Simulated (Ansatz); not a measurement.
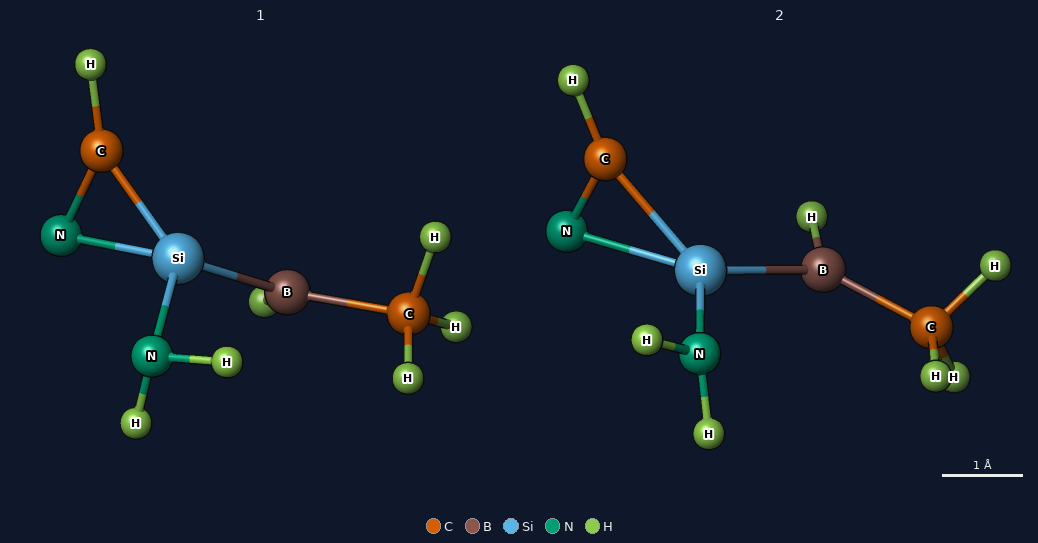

Two geometries of C2H7BN2Si (coarse preliminary run), drawn at one scale. One is the start of a relaxation, the other its converged end. Style: ball-and-stick. Shown from a free direction.

Computed with RKS PBE-D4/def2-SVP (Ansatz 0.2.0). Set-up: force threshold 0.03 eV/Å; at most 200 steps.

Which geometry has the lower energy?

Answer. Structure 2 is the relaxed one. The start comes from a force field. Over 23 accepted moves (26 points after the start) the energy falls by 44.2 kcal/mol. The largest force component goes from 5.7 to 0.028 eV/Å. The line search rejected the trial steps at points 11, 15, 19 of the run. The atom that moves furthest after the best rigid fit is an H atom (1.31 Å). Largest moves by element: H 1.31 Å, N 0.36 Å, B 0.35 Å, C 0.22 Å, Si 0.17 Å. Among the contacts that change: N–Si 1.700 → 1.903 Å, C–Si 1.659 → 1.839 Å, C–N 1.396 → 1.272 Å, N–Si 1.821 → 1.739 Å. Bond angles that change, for instance: Si–N–H 102.1° → 119.8°, N–C–H 146.9° → 131.5°, N–Si–N 107.4° → 117.7°. Groups turn about B–C by about 55°. Cost: 34 s on 4 threads of Arm Neoverse V2 (shared host).
